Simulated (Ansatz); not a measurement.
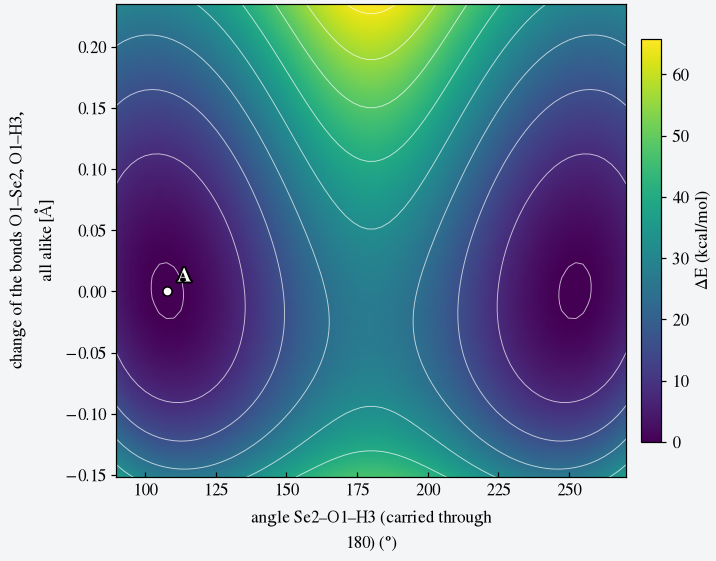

HOSe, SMILES O[Se], spin multiplicity 2. First axis: angle Se2–O1–H3 (carried through 180). Second axis: change of the bonds O1–Se2, O1–H3, all alike. Nothing is relaxed (all other coordinates rigid). Grid: 15 × 15 points; 120 points were computed and 105 follow by symmetry. Points are written as (first, second). Energies are in kcal/mol, from the lowest grid point. The calculation used Ansatz 0.2.0, UKS B3LYP-D4/def2-TZVP.

Drawn: a smooth colour map with a few white contour lines, the point A. Between grid points the surface is interpolated.

### What is the easiest way out of the well at A, and how high is the barrier?

The easiest path leads from the well at about (108°, 0.00 Å) to a well of about the same depth at about (252°, 0.00 Å). Its highest point lies about 27 kcal/mol above the bottom of the first well on the interpolated surface, at about (180°, −0.03 Å). The start is the relaxed structure and all else is held, so a fully relaxed path at this level can only be lower.

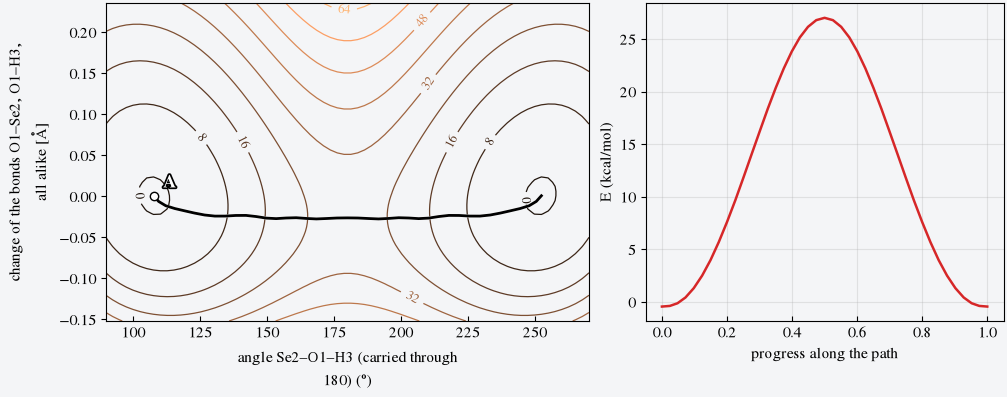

In the figure: contour lines labelled in kcal/mol, a line along the lowest path, the energy along the path at the right. Between grid points the surface is interpolated.
